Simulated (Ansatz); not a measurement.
```yaml
atoms:
  - { symbol: N, position_ang: [0.1119, -0.8947, -0.0077] }
  - { symbol: P, position_ang: [-0.6530, 0.6520, 0.1178] }
  - { symbol: H, position_ang: [-0.4197, -1.7188, -0.2629] }
  - { symbol: H, position_ang: [0.7979, -1.0941, 0.7092] }
  - { symbol: H, position_ang: [-1.9718, 0.3185, 0.5827] }
  - { symbol: H, position_ang: [-1.0924, 0.7836, -1.2355] }
```

Method: RKS B3LYP/def2-SVPD in Ansatz 0.2.0.

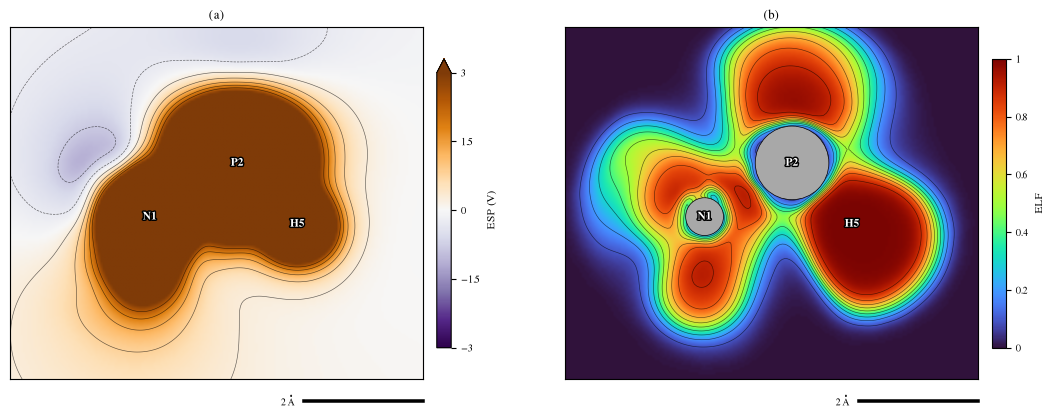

H4NP (SMILES NP). (a) molecular electrostatic potential; (b) ELF on the plane of atoms N1, P2 and H5. Grey discs cover the atomic cores in the ELF map.

Q: Interpret the plot.

A:
- Atoms in the plane: N, P and H.
- P–N (1.73 Å): the ELF peaks at about 0.90 between the atoms; a shared but strongly polarised pair.
- P–H (1.44 Å): the ELF climbs to about 1 towards the hydrogen, as it does in any bond to H.
- The ELF also peaks beside P2, away from the bonds: lone-pair regions.
- Outside the dense part of the molecule the potential is most negative (−1.1 V) near N1.
